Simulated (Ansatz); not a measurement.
Calculation: PBE (plane waves to 420 eV, PAW; Ansatz, an electronic-structure program).

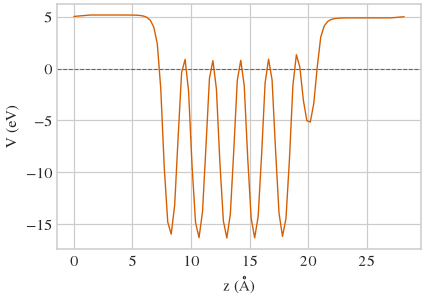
*Planar average of the electrostatic potential across the slab, in eV from the Fermi level, for the (111) surface of fcc Au, one row in 2 of the top plane missing (bottom of the slab: a bare face, its two planes held)*

Model: 11-atom slab, 12.0 Å thick at the start, 15x8x1 mesh, Fermi-Dirac 0.1 eV, dipole correction, 4 atoms held, the rest relaxed; no symmetry held; no spin, no spin-orbit, no U. It is one candidate, not shown to be the stable structure of the face.

The vacuum level lies 4.88 eV above the Fermi level over the top face and 5.16 eV above it under the bottom face.
